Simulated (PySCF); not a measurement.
# Tl(SH): other functionals and bases at one geometry

Aim: see how levels, charges and forces of Tl(SH) depend on the level of theory. It is a constructed species; whether it can be made isn't addressed.

The runs use PySCF 2.14.0; several levels, as the steps say, no spin–orbit coupling.

3 further runs of the same task are left out: 2 for a known fault of the program, 1 that didn't finish. Runs told in other sessions of the task aren't counted.

## Step 1: The starting structure

3 atoms, charge 0, spin multiplicity 1.

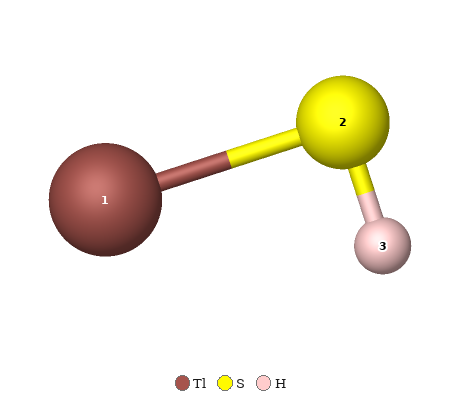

The structure; thallium brown, sulfur yellow, hydrogen pink; atoms are numbered from 1 in the order of the file.

Geometry (Å):

```
Tl    0.10026    0.00000   -0.17622
S    -0.08935    0.00000    2.44542
H     1.27257    0.00000    2.54150
```

Formal oxidation states: Tl +1. An earlier session relaxed this geometry at PBE, Tl def2-SVP with ECP60, S def2-SVP, H def2-SVP (singlet, point group Cs).

At PBE on the finer grid: E = -571.090936 Eh, HOMO -5.18 eV, LUMO -2.43 eV, Mulliken charge on Tl1 +0.28 e, largest force component 0.005 eV/Å. 

Levels to run: BP86; r2SCAN; revPBE; TPSSh; PBE, TZVP; PBE, x2c-SVP. Hardware: 2 threads of Arm Neoverse V1, shared host.

## Step 2: BP86

Input file run.py (the lines that set the calculation):

```python
mol = gto.M(atom='''
Tl     0.10026     0.00000    -0.17622
S     -0.08935     0.00000     2.44542
H      1.27257     0.00000     2.54150''',
    basis={'Tl': 'def2-SVP', 'S': 'def2-SVP', 'H': 'def2-SVP'},
    ecp={'Tl': 'def2-SVP'},
    charge=0, spin=0)
mf = dft.RKS(mol, xc='B88,P86')
mf.grids.atom_grid = (75, 302)
mf = mf.density_fit()  # fitting sets: Tl def2-universal-JKFIT, S def2-universal-JKFIT, H def2-universal-JKFIT
mf.conv_tol = 1e-08; mf.max_cycle = 55
mf.kernel(dm0)  # dm0: the density of the relaxed state
```

The run is started by

```bash
OMP_NUM_THREADS=2 python run.py
```

## Step 3: r2SCAN

Changes to run.py (the lines that set the calculation) since step 2:

```diff
@@ -7,3 +7,3 @@
     charge=0, spin=0)
-mf = dft.RKS(mol, xc='B88,P86')
+mf = dft.RKS(mol, xc='R2SCAN')
 mf.grids.atom_grid = (75, 302)
```

## Step 4: revPBE

Changes to run.py (the lines that set the calculation) since step 3:

```diff
@@ -7,3 +7,3 @@
     charge=0, spin=0)
-mf = dft.RKS(mol, xc='R2SCAN')
+mf = dft.RKS(mol, xc='PBE_R,PBE')
 mf.grids.atom_grid = (75, 302)
```

## Step 5: TPSSh

Changes to run.py (the lines that set the calculation) since step 4:

```diff
@@ -7,3 +7,3 @@
     charge=0, spin=0)
-mf = dft.RKS(mol, xc='PBE_R,PBE')
+mf = dft.RKS(mol, xc='TPSSH')
 mf.grids.atom_grid = (75, 302)
```

## Step 6: PBE, TZVP

Basis: Tl def2-TZVP with ECP60, S def2-TZVP, H def2-TZVP. 

Input file run.py (the lines that set the calculation):

```python
mol = gto.M(atom='''
Tl     0.10026     0.00000    -0.17622
S     -0.08935     0.00000     2.44542
H      1.27257     0.00000     2.54150''',
    basis={'Tl': 'def2-TZVP', 'S': 'def2-TZVP', 'H': 'def2-TZVP'},
    ecp={'Tl': 'def2-TZVP'},
    charge=0, spin=0)
mf = dft.RKS(mol, xc='PBE')
mf.grids.atom_grid = (75, 302)
mf = mf.density_fit()  # fitting sets: Tl def2-universal-JKFIT, S def2-universal-JKFIT, H def2-universal-JKFIT
mf.conv_tol = 1e-08; mf.max_cycle = 55
mf.kernel(dm0)  # dm0: free metal ions and neutral atoms
```

## Step 7: PBE, x2c-SVP

Basis: Tl x2c-SVPall, S x2c-SVPall, H x2c-SVPall. All electrons are treated, with the spin-free X2C Hamiltonian.

Input file run.py (the lines that set the calculation):

```python
mol = gto.M(atom='''
Tl     0.10026     0.00000    -0.17622
S     -0.08935     0.00000     2.44542
H      1.27257     0.00000     2.54150''',
    basis={'Tl': 'x2c-SVPall', 'S': 'x2c-SVPall', 'H': 'x2c-SVPall'},
    nucmod='G',
    charge=0, spin=0)
mf = dft.RKS(mol, xc='PBE')
mf.grids.atom_grid = (99, 590)
mf = mf.density_fit()  # fitting sets: Tl AutoAux, S AutoAux, H AutoAux
mf = mf.sfx2c1e()
mf.conv_tol = 1e-08; mf.max_cycle = 55
mf.kernel(dm0)  # dm0: free metal ions and neutral atoms
```

Q: Predict the outcome of this session. Wanted: for each run, HOMO; gap; charge on Tl1; dipole; largest force component.

As calculated:

| level | state | HOMO (eV) | gap (eV) | charge on Tl1 (e) | dipole (D) | largest force component (eV/Å) | basis functions | time |
| --- | --- | --- | --- | --- | --- | --- | --- | --- |
| PBE (relaxed here) | singlet | -5.18 | 2.75 | 0.28 | 3.10 | 0.01 | 49 | 1.7 s |
| BP86 | singlet | -5.28 | 2.77 | 0.28 | 3.09 | 0.03 | 49 | 0.9 s |
| r2SCAN | singlet | -5.41 | 3.22 | 0.34 | 3.42 | 0.29 | 49 | 1.2 s |
| revPBE | singlet | -5.12 | 2.78 | 0.30 | 3.19 | 0.14 | 49 | 0.9 s |
| TPSSh | singlet | -5.67 | 3.62 | 0.34 | 3.47 | 0.25 | 49 | 1.1 s |
| PBE, TZVP | singlet | -5.33 | 2.82 | 0.38 | 3.60 | 0.23 | 93 | 3.6 s |
| PBE, x2c-SVP | singlet | -5.16 | 2.73 | 0.31 | 3.14 | 0.17 | 85 | 11 s |

Times are on 2 threads of Arm Neoverse V1, shared host; the first row also made further properties.

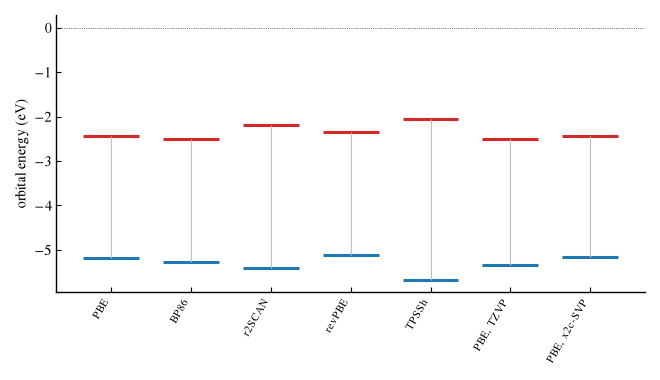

Highest filled and lowest empty level, method by method.

In one basis the gap runs from 2.75 eV (PBE) to 3.62 eV (TPSSh). The largest leftover force, 0.29 eV/Å with r2SCAN, stands at a geometry relaxed at another level. The Mulliken charge on Tl spans +0.28 to +0.38 e over the levels. Total energies of different levels can't be compared. Spin–orbit coupling is left out throughout.
